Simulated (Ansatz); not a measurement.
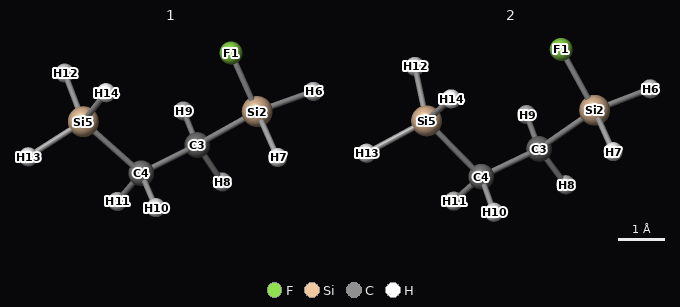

Two geometries of C2H9FSi2 (coarse preliminary run), drawn at one scale. One is the start of a relaxation, the other its converged end. A ball-and-stick model, seen from a free direction.

The calculation used Ansatz 0.2.0, RKS PBE-D4/def2-SVP. Set-up: force threshold 0.03 eV/Å; at most 200 steps.

> Which of the two is the end point?

Structure 2 is the relaxed one. The start comes from a force field. The energy falls by 0.334 eV in 7 geometry steps. Largest force component: 2.3 eV/Å at the start, 0.014 eV/Å at the end. H12 moves most after the best rigid fit: 0.29 Å. By element the largest moves are H 0.29 Å, F 0.24 Å, C 0.11 Å, Si 0.10 Å. Near-neighbour distances that change, for instance: F1–Si2 1.566 → 1.649 Å, C4–Si5 1.847 → 1.909 Å, C3–H9 1.057 → 1.113 Å, C3–H8 1.159 → 1.115 Å. Bond angles that change, for instance: C3–C4–H11 106.3° → 109.9°, H6–Si2–H7 107.8° → 110.4°, F1–Si2–H7 109.7° → 107.6°.
